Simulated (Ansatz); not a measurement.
Cell of (HgSe)7/(AgI)7 zinc blende (110) superlattice on HgSe (AgI held in this type, which need not be the stable form), with its geometry taken from a PBE run:

```yaml
crystal:
  lattice:
    - [4.42790, 0.00000, 0.00000]
    - [0.00000, 6.25722, 0.00000]
    - [0.00000, 0.00000, 33.00894]
  atoms:
    - { symbol: Hg, position: [0.00000, 0.02359, 0.01217] }
    - { symbol: Se, position: [0.50000, 0.25181, 0.99983] }
    - { symbol: Hg, position: [0.50000, 0.49203, 0.06689] }
    - { symbol: Se, position: [0.00000, 0.74168, 0.07187] }
    - { symbol: Hg, position: [0.00000, 0.00108, 0.13877] }
    - { symbol: Se, position: [0.50000, 0.24926, 0.13640] }
    - { symbol: Hg, position: [0.50000, 0.49268, 0.20433] }
    - { symbol: Se, position: [0.00000, 0.74384, 0.20433] }
    - { symbol: Hg, position: [0.00000, 0.00108, 0.26989] }
    - { symbol: Se, position: [0.50000, 0.24926, 0.27226] }
    - { symbol: Hg, position: [0.50000, 0.49203, 0.34177] }
    - { symbol: Se, position: [0.00000, 0.74168, 0.33678] }
    - { symbol: Hg, position: [0.00000, 0.02359, 0.39649] }
    - { symbol: Se, position: [0.50000, 0.25181, 0.40883] }
    - { symbol: Ag, position: [0.50000, 0.47615, 0.47578] }
    - { symbol: I, position: [0.00000, 0.76455, 0.47801] }
    - { symbol: Ag, position: [0.00000, 0.98313, 0.55296] }
    - { symbol: I, position: [0.50000, 0.26894, 0.55313] }
    - { symbol: Ag, position: [0.50000, 0.48371, 0.62859] }
    - { symbol: I, position: [0.00000, 0.76889, 0.62882] }
    - { symbol: Ag, position: [0.00000, 0.98447, 0.70433] }
    - { symbol: I, position: [0.50000, 0.26936, 0.70433] }
    - { symbol: Ag, position: [0.50000, 0.48371, 0.78006] }
    - { symbol: I, position: [0.00000, 0.76889, 0.77984] }
    - { symbol: Ag, position: [0.00000, 0.98313, 0.85570] }
    - { symbol: I, position: [0.50000, 0.26894, 0.85553] }
    - { symbol: Ag, position: [0.50000, 0.47615, 0.93288] }
    - { symbol: I, position: [0.00000, 0.76455, 0.93065] }
```

Calculation: HSE06 with spin-orbit coupling (plane waves to 420 eV, PAW; Ansatz, a program for electronic structure).  Its k-point mesh 4×3×1, Fermi–Dirac width 0.01 eV. HSE06 ran on meshes of its own (4×3×1); its edges and gaps are taken over the mesh and over extra points off it, mostly where PBE has its edges.

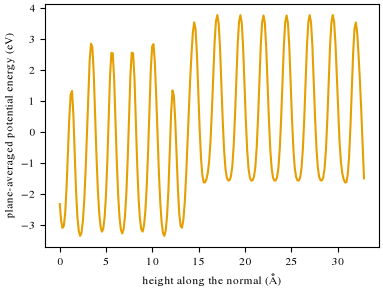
Figure: Smooth (PAW) electrostatic potential energy of an electron, averaged over planes, about its mean

The curve spans 7.1 eV over the stretch drawn.
